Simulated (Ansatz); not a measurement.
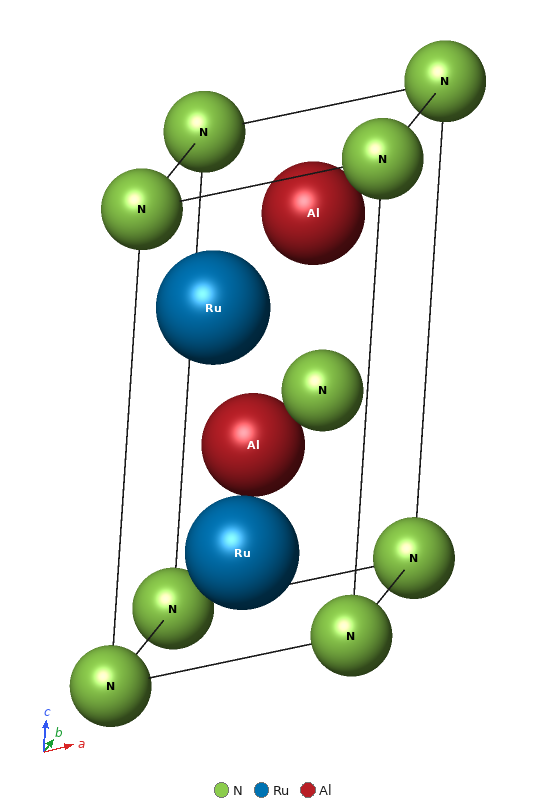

Drawn in the spheres-only manner and seen slightly off an axis. The wireframe shows the simulation cell.

```xyz
6
Lattice="0.0000 3.5587 0.0000 3.5587 0.0000 0.0000 1.7793 1.7793 -6.0849" Properties=species:S:1:pos:R:3 pbc="T T T"
N     0.0000    0.0000    0.0000
N     1.7793    3.5587   -3.0424
Ru    1.7793    1.7793   -1.0223
Ru    3.5587    1.7793   -4.0647
Al    3.5587    3.5587   -5.0833
Al    3.5587    1.7793   -2.0409
```

The numbers come from DFT, PAW plane waves, r2SCAN (Ansatz), using plane-wave cutoff 500 eV, a 10×10×10 sampling of the Brillouin zone, Gaussian smearing of 0.054 eV, no spin polarisation. The pressure of the cell is 31 GPa.

> Give the Bader charge of each element.

Al +2.09 e; Ru -1.10 e; N -0.99 e.

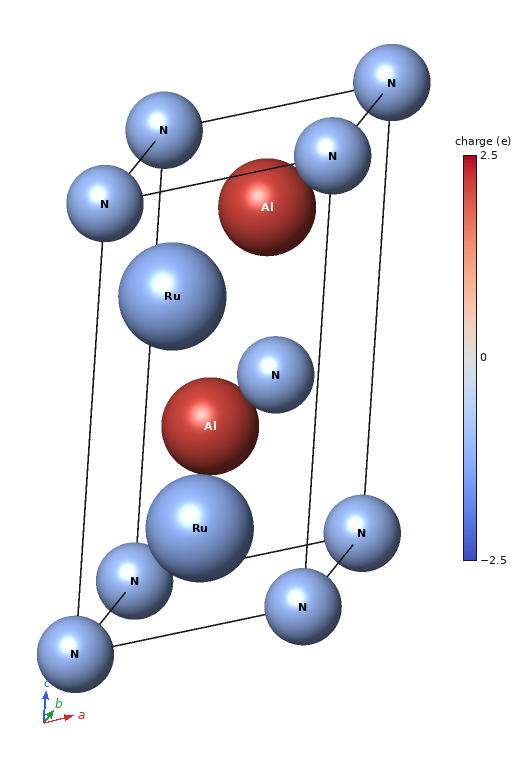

The atoms coloured by those charges.

The structure is a generated cell, made by putting these elements into a known structure type (the compound may or may not exist in this form); no relaxation was done. It was run through Ansatz as a DFT input.

At this level of theory the cell isn't at rest (compressed, at 31 GPa and forces up to 1.0 eV/Å), so its distances can differ from those at equilibrium, the more so the softer the solid.
